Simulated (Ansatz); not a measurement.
Consider AlFH3NO (SMILES [NH2][Al]([OH])[F]).

```yaml
atoms:
  - { symbol: Al, position_ang: [-0.5897, -0.1108, 2.0281] }
  - { symbol: F, position_ang: [0.4256, -1.2985, 2.6004] }
  - { symbol: N, position_ang: [-1.7648, -0.5079, 0.7879] }
  - { symbol: O, position_ang: [-0.4929, 1.4667, 2.6340] }
  - { symbol: H, position_ang: [-1.8852, -1.4245, 0.3754] }
  - { symbol: H, position_ang: [-2.4178, 0.1536, 0.3863] }
  - { symbol: H, position_ang: [0.1179, 1.7649, 3.3082] }
```

Geometry: PBE0-D3(BJ)/def2-SVP.

Computed with isolated molecule in a Gaussian basis; Kohn-Sham density functional theory, functional PBE0 in Ansatz 0.2.0.

**What can the converged electron density and electron localisation function tell about the bonding?**

Al–F (1.66 Å): ρ is about 0.88 e/Å³ halfway; the ELF peaks at about 0.85 in the valence shell of F, 0.5 Å from its nucleus, and is about 0.40 at the midpoint.
Al–O (1.69 Å): ρ is about 0.91 e/Å³ halfway; the ELF peaks at about 0.85 in the valence shell of O, 0.7 Å from its nucleus, and is about 0.50 at the midpoint.
Al–N (1.75 Å): ρ is about 0.89 e/Å³ halfway; the ELF peaks at about 0.90 in the valence shell of N, 0.7 Å from its nucleus, and is about 0.65 at the midpoint.
O–H (0.96 Å): the density is about 3.8 e/Å³ at the midpoint; the ELF climbs to about 1 towards the hydrogen, as it does in any bond to H (a covalent bond by its length).

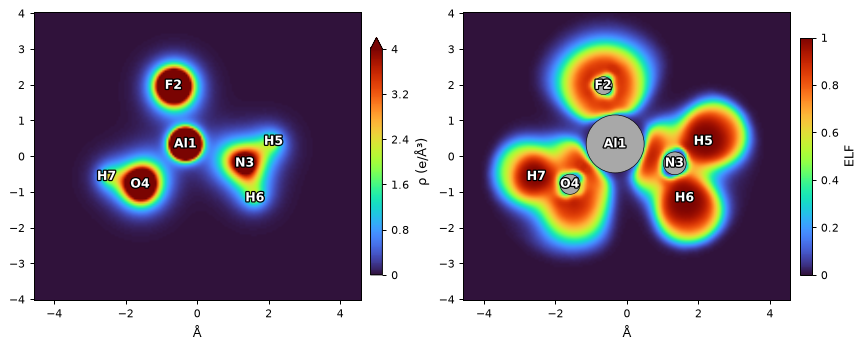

Computed electron density and electron localisation function on the molecular plane, in this order. Grey discs cover the atomic cores in the ELF map. 
